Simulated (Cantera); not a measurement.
Feed: 1 mol MgO, 87 mol HCl, 0.91 mol N₂, held at 0.250 bar.

Method: chemical equilibrium by Gibbs-energy minimisation in Cantera with the NASA 1993 tables (ideal gas, pure condensed phases). Candidate condensed phases: H₂O, Mg, MgCl₂, MgO, Mg(OH)₂, NH₄Cl; 38 gas species. The numbers say what is thermodynamically allowed, not how fast it happens.

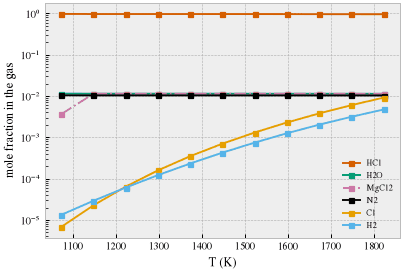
Figure: Equilibrium gas composition (values under 1e-9 drawn at 1e-9)

At 1073 K the condensed part is MgCl₂(l). From 1148 K to 1823 K nothing is condensed. The main Mg-bearing gas is MgCl₂ throughout.
